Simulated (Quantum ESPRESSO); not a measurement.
**Magnetic state of CrBr2 from several starts**

Does CrBr2 prefer parallel or opposed moments, or none?

Method: LDA; plane waves with GBRV 1.5 LDA potentials, no spin-orbit coupling, in Quantum ESPRESSO 7.5.

**1. The structure**

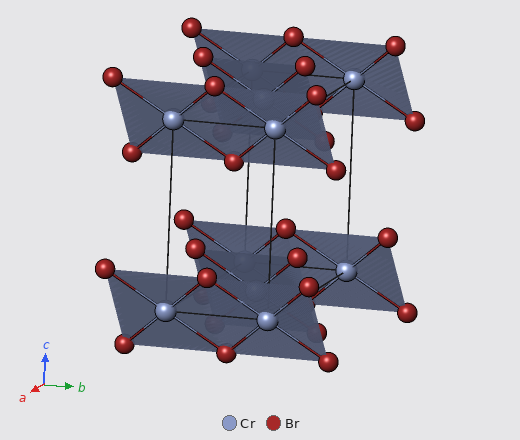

The starting structure, seen slightly off an axis (chromium light blue, bromine red). This picture shows the conventional cell, with its axes. Some periodic images of atoms are drawn too.

The cell comes from Materials Project 2023-11-01, a database of computed structures, and need not be the stable phase.

**2. Run 1 (ferro +)**

The signs are those of the starting moments on the seeded atoms, the atoms that are given a moment.

The input, pw.in:

```
&CONTROL
  calculation = 'scf'
  prefix = 'pwscf'
  outdir = './tmp'
  pseudo_dir = './pseudo'
  disk_io = 'nowf'
/
&SYSTEM
  ibrav = 0
  celldm(1) = 8
  nat = 3
  ntyp = 2
  ecutwfc = 40
  ecutrho = 280
  nbnd = 23
  occupations = 'smearing'
  smearing = 'fd'
  degauss = 0.00367493
  nspin = 2
  starting_magnetization(1) = 0.2143
  starting_magnetization(2) = 0
/
&ELECTRONS
  conv_thr = 6d-09
  electron_maxstep = 150
  mixing_beta = 0.3
/
ATOMIC_SPECIES
Cr     51.9961 cr_lda_v1.5.uspp.F.UPF
Br     79.9040 br_lda_v1.4.uspp.F.UPF
CELL_PARAMETERS alat
   0.8845498546720   -0.4325240586408    0.0000000000000
   0.8845498546720    0.4325240586408    0.0000000000000
  -0.1716927205632    0.0000000000000    1.5273583845774
ATOMIC_POSITIONS crystal
Cr      0.0000000000    0.0000000000    0.0000000000
Br      0.6457740000    0.6457740000    0.2332280000
Br      0.3542260000    0.3542260000    0.7667720000
K_POINTS automatic
6 6 6 0 0 0
```

Command:

```
> OMP_NUM_THREADS=1 mpirun -n 4 pw.x -nk 4 -in pw.in > pw.out
```

The log of the run:

```text
Program PWSCF v.7.5 starts

     Message from routine setup:
     using ibrav=0 with symmetry is DISCOURAGED, use correct ibrav instead

     K-points division:     npool     =       4
     Subspace diagonalization in iterative solution of the eigenvalue problem:

     G-vector sticks info
     --------------------
     sticks:   dense  smooth     PW     G-vecs:    dense   smooth      PW
     Sum        1087     617    195                47327    20441    3653

     Using Slab Decomposition

     bravais-lattice index     =            0
     lattice parameter (alat)  =       8.0000  a.u.
     unit-cell volume          =     598.3751 (a.u.)^3
     number of atoms/cell      =            3
     number of atomic types    =            2
     number of electrons       =        28.00
     number of Kohn-Sham states=           23
     kinetic-energy cutoff     =      40.0000  Ry
     charge density cutoff     =     280.0000  Ry
     scf convergence threshold =      6.0E-09
     mixing beta               =       0.3000
     number of iterations used =            8  plain     mixing
     Exchange-correlation=  SLA  PZ   NOGX NOGC
                           (   1   1   0   0   0   0   0)

     celldm(1)=   8.000000  celldm(2)=   0.000000  celldm(3)=   0.000000
     celldm(4)=   0.000000  celldm(5)=   0.000000  celldm(6)=   0.000000

     crystal axes: (cart. coord. in units of alat)
               a(1) = (   0.884550  -0.432524   0.000000 )
               a(2) = (   0.884550   0.432524   0.000000 )
               a(3) = (  -0.171693   0.000000   1.527358 )

     reciprocal axes: (cart. coord. in units 2 pi/alat)
               b(1) = (  0.565259 -1.156005  0.063542 )
               b(2) = (  0.565259  1.156005  0.063542 )
               b(3) = ( -0.000000  0.000000  0.654725 )

     PseudoPot. # 1 for Cr read from file:
     cr_lda_v1.5.uspp.F.UPF
     Pseudo is Ultrasoft + core correction, Zval = 14.0
     Generated by new atomic code, or converted to UPF format
     Using radial grid of  857 points,  6 beta functions with:
                l(1) =   0
                l(2) =   0
                l(3) =   1
                l(4) =   1
                l(5) =   2
                l(6) =   2
     Q(r) pseudized with  8 coefficients,  rinner =    0.950   0.950   0.950
                                                       0.950   0.950

     PseudoPot. # 2 for Br read from file:
     br_lda_v1.4.uspp.F.UPF
     Pseudo is Ultrasoft + core correction, Zval =  7.0
     Generated by new atomic code, or converted to UPF format
     Using radial grid of  879 points,  6 beta functions with:
                l(1) =   0
                l(2) =   0
                l(3) =   1
                l(4) =   1
                l(5) =   2
                l(6) =   2
     Q(r) pseudized with  8 coefficients,  rinner =    1.100   1.100   1.100
                                                       1.100   1.100

     atomic species   valence    mass     pseudopotential
     Cr               14.00    51.99610     Cr( 1.00)
     Br                7.00    79.90400     Br( 1.00)

     Starting magnetic structure
     atomic species   magnetization
     Cr              0.214
     Br              0.000

      4 Sym. Ops., with inversion, found

   Cartesian axes

     site n.     atom                  positions (alat units)
         1        Cr     tau(   1) = (   0.0000000   0.0000000   0.0000000  )
         2        Br     tau(   2) = (   1.1023950   0.0000000   0.3562227  )
         3        Br     tau(   3) = (   0.4950119   0.0000000   1.1711356  )

     number of k points=    68  Fermi-Dirac smearing, width (Ry)=  0.0037
                       cart. coord. in units 2pi/alat
        k(    1) = (   0.0000000   0.0000000   0.0000000), wk =   0.0046296
        k(    2) = (   0.0000000   0.0000000   0.1091209), wk =   0.0092593
        k(    3) = (   0.0000000   0.0000000   0.2182417), wk =   0.0092593
        k(    4) = (   0.0000000   0.0000000  -0.3273626), wk =   0.0046296
        k(    5) = (   0.0942099   0.1926675   0.0105903), wk =   0.0185185
        [... 63 further k-points ...]

     Dense  grid:    47327 G-vectors     FFT dimensions: (  45,  45,  72)

     Smooth grid:    20441 G-vectors     FFT dimensions: (  32,  32,  50)

     Check: negative core charge=   -0.000002
     Generating pointlists ...
     new r_m :   0.2480 (alat units)  1.9839 (a.u.) for type    1
     new r_m :   0.2480 (alat units)  1.9839 (a.u.) for type    2

     Initial potential from superposition of free atoms

     starting charge      27.0000, renormalised to      28.0000

     negative rho (up, down):  6.083E-04 3.927E-04
     Starting wfcs are   18 randomized atomic wfcs +    5 random wfcs

     Self-consistent Calculation

     iteration #  1     ecut=    40.00 Ry     beta= 0.30
     Davidson diagonalization with overlap
     ethr =  1.00E-02,  avg # of iterations =  6.1

     Threshold (ethr) on eigenvalues was too large:
     Diagonalizing with lowered threshold

     Davidson diagonalization with overlap
     ethr =  6.43E-04,  avg # of iterations =  1.7

     negative rho (up, down):  2.166E-04 7.160E-04

     total energy              =    -268.65384499 Ry
     estimated scf accuracy    <       0.19377902 Ry

     total magnetization       =     4.00 Bohr mag/cell
     absolute magnetization    =     4.06 Bohr mag/cell

     iteration #  2     ecut=    40.00 Ry     beta= 0.30
     Davidson diagonalization with overlap
     ethr =  6.92E-04,  avg # of iterations =  2.0

     negative rho (up, down):  0.000E+00 1.264E-03

     total energy              =    -268.67380248 Ry
     estimated scf accuracy    <       0.03297889 Ry

     total magnetization       =     4.00 Bohr mag/cell
     absolute magnetization    =     4.09 Bohr mag/cell

     iteration #  3     ecut=    40.00 Ry     beta= 0.30
     Davidson diagonalization with overlap
     ethr =  1.18E-04,  avg # of iterations =  3.8

     negative rho (up, down):  0.000E+00 3.710E-03

     total energy              =    -268.68177426 Ry
     estimated scf accuracy    <       0.00836114 Ry

     total magnetization       =     4.00 Bohr mag/cell
     absolute magnetization    =     4.12 Bohr mag/cell

     [... further iterations left out ...]

     iteration #  7     ecut=    40.00 Ry     beta= 0.30
     Davidson diagonalization with overlap
     ethr =  5.50E-08,  avg # of iterations =  1.8

     negative rho (up, down):  0.000E+00 4.252E-03

     total energy              =    -268.68254696 Ry
     estimated scf accuracy    <       0.00000297 Ry

     total magnetization       =     4.00 Bohr mag/cell
     absolute magnetization    =     4.17 Bohr mag/cell

     iteration #  8     ecut=    40.00 Ry     beta= 0.30
     Davidson diagonalization with overlap
     ethr =  1.06E-08,  avg # of iterations =  2.0

     negative rho (up, down):  0.000E+00 4.253E-03

     total energy              =    -268.68254776 Ry
     estimated scf accuracy    <       0.00000023 Ry

     total magnetization       =     4.00 Bohr mag/cell
     absolute magnetization    =     4.17 Bohr mag/cell

     iteration #  9     ecut=    40.00 Ry     beta= 0.30
     Davidson diagonalization with overlap
     ethr =  8.24E-10,  avg # of iterations =  2.0

     negative rho (up, down):  0.000E+00 4.251E-03

     total energy              =    -268.68254787 Ry
     estimated scf accuracy    <       0.00000007 Ry

     total magnetization       =     4.00 Bohr mag/cell
     absolute magnetization    =     4.17 Bohr mag/cell

     iteration # 10     ecut=    40.00 Ry     beta= 0.30
     Davidson diagonalization with overlap
     ethr =  2.51E-10,  avg # of iterations =  2.1

     negative rho (up, down):  0.000E+00 4.251E-03

     Magnetic moment per site  (integrated on atomic sphere of radius R)
     atom   1 (R=0.248)  charge= 12.1109  magn=  3.4888
     atom   2 (R=0.248)  charge=  4.8286  magn= -0.0122
     atom   3 (R=0.248)  charge=  4.8286  magn= -0.0122

     End of self-consistent calculation

     Number of k-points >= 100: set verbosity='high' to print the bands.

     the Fermi energy is     4.6158 ev

!    total energy              =    -268.68254790 Ry
     estimated scf accuracy    <          3.6E-09 Ry
     smearing contrib. (-TS)   =      -0.00009438 Ry
     internal energy E=F+TS    =    -268.68245351 Ry

     The total energy is F=E-TS. E is the sum of the following terms:
     one-electron contribution =    -174.28939035 Ry
     hartree contribution      =      94.41590221 Ry
     xc contribution           =     -73.90586557 Ry
     ewald contribution        =    -114.90309980 Ry

     total magnetization       =     4.00 Bohr mag/cell
     absolute magnetization    =     4.17 Bohr mag/cell

     convergence has been achieved in  10 iterations

=------------------------------------------------------------------------------=
   JOB DONE.
=------------------------------------------------------------------------------=
```

Elapsed: 27 s, on 4 MPI ranks of Arm Neoverse V2, shared host; peak memory 0.55 GiB; 1.8 min of CPU time.

Spin moment in the atom's sphere by atom:

```
atom  spin moment in the atom's sphere (μB)
 Cr1                                   3.49
 Br2                                  -0.01
 Br3                                  -0.01
```

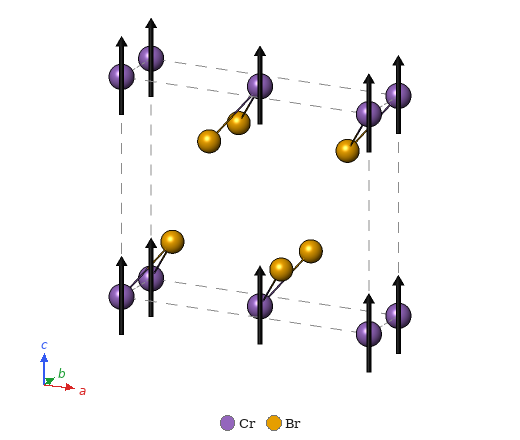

Spin moment in the atom's sphere as arrows, the longest 3.49 μB. Up and down stand for the sign. Arrows give size and sign along the axis of quantisation, drawn up and down the page. Bonds to atoms that aren't drawn are left out. Some periodic images of atoms are drawn too.

Read from the output:

- smearing term TS: 0.001284 eV
- magnetization: 4 μB
- absolute magnetization: 4.173 μB
- final state: ferromagnetic

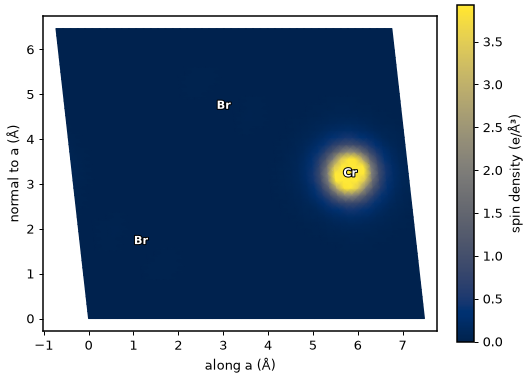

Spin density in the ac plane of the conventional cell at fractional y = 0.000, with atoms of Cr and Br within 0.2 Å of it. The map starts off the cell's origin, so that atoms lie inside it.

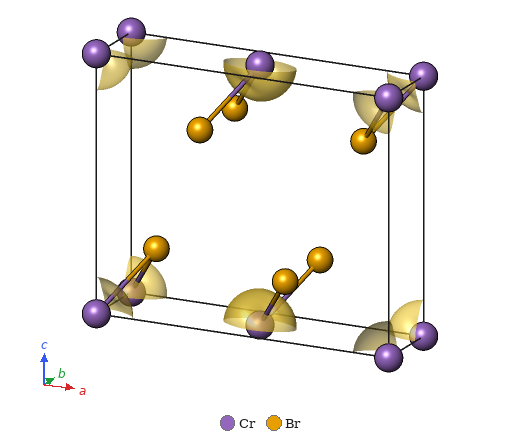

Surface of spin density = 0.29 e/Å³, which holds about 70 % of the integral of its size. Bonds to atoms that aren't drawn are left out.

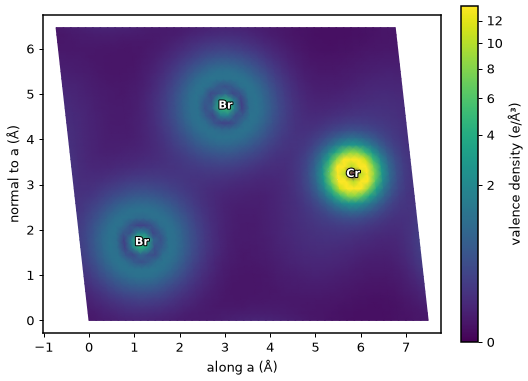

Valence density in the ac plane of the conventional cell at fractional y = 0.000, with atoms of Cr and Br within 0.2 Å of it. It is the smooth field of the valence electrons, not physical close to the nuclei. The map starts off the cell's origin, so that atoms lie inside it. The colour scale is stretched toward low values.

(Continued in part 2 of 2.)

[Logs and program files are shortened in this print: banners, set-up blocks, solver, clock and traceback lines can be left out without a mark of their own.]

[Logs are printed without paths, hosts, clocks, repeated set-up lines and the standing remarks that a program may print on its own settings, such as how far it seeks lower states.]

[Hosts, paths, dates, database ids (printed as entryN), source tags and the programs' standing remarks are cut or masked in the printed files.]

[Where a cell is said to come from a database of computed structures, the database is the Materials Project.]
